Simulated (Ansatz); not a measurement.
The starting structures come from a database of crystals and need not be the phases stable at ambient conditions.

 Where the default PAW files enter, the runs use the earlier of Ansatz's two default sets.

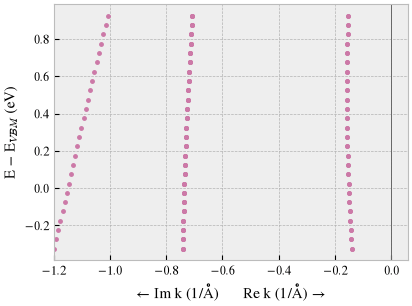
Figure. Complex bands at the centre of the two-dimensional zone; Ansatz (a program for electronic structure) with r2SCAN

No gap correction and no spin-orbit coupling; mid-gap values are interpolated between computed energies.

Task: This is PbS (I4/mmm, not sure to be the ambient phase, 4 atoms a cell, 26.1 Å³ an atom) along the normal of (001). Read off the slowest decay at the centre of the two-dimensional zone at 0.33 eV, the computed energy nearest the middle of the gap.

Result: κ ≈ 0.16 1/Å, a decay length 1/(2κ) of the density of 3.2 Å.
